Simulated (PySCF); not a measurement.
System: C$_{3}$H$_{5}$AlCl$_{3}$N.

Input file:

```
{"job": {"kind": "nmr", "xc": "PBE0", "basis": "pcSseg-1"}, "charge": 0, "multiplicity": 1}
C      2.489388     1.012317     0.778095
C      1.318573     0.698217     0.037044
N      0.382362     0.431622    -0.570167
Al    -1.512573     0.192208    -1.102054
C     -1.680561    -1.308167     0.338994
Cl    -1.931743    -2.041794     1.906334
Cl    -0.682881    -2.397961    -0.665651
Cl    -3.282010    -1.230281    -0.529860
H      2.340406     0.724432     1.819255
H      2.682804     2.083504     0.723108
H      3.340326     0.467267     0.368573
H     -1.397527    -0.137418    -2.605448
H     -2.070952     1.506538    -0.515949
```

Command:

```sh
OMP_NUM_THREADS=1 python probes_run.py task.json out
```

Geometry: GFN2-xTB.

The calculation used PBE0/pcSseg-1, SCF density, gas phase, non-relativistic (PySCF).

Question: What will maps of the electron density and electron localisation function show?

Answer: C–N (1.15 Å): ρ is about 3.5 e/Å³ halfway; the ELF peaks at about 0.85 between the atoms (a short, multiple covalent bond).
Al–N (1.98 Å): ρ at the midpoint is about 0.47 e/Å³; the ELF peaks at about 0.95 in the valence shell of N, 0.6 Å from its nucleus, and is about 0.60 at the midpoint.
C–Al (2.09 Å): ρ at the midpoint is about 0.5 e/Å³; the ELF peaks at about 0.90 in the valence shell of C, 0.7 Å from its nucleus, and is about 0.75 at the midpoint.
Al–Cl (2.34 Å): ρ is about 0.41 e/Å³ halfway; the ELF peaks at about 0.80 in the valence shell of Cl, 0.8 Å from its nucleus, and is about 0.55 at the midpoint.

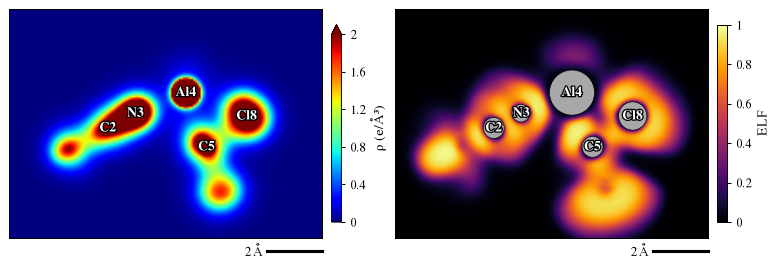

Computed electron density and electron localisation function on the plane of atoms C5, Al4 and Cl8, in this order. Grey discs cover the atomic cores in the ELF map. 
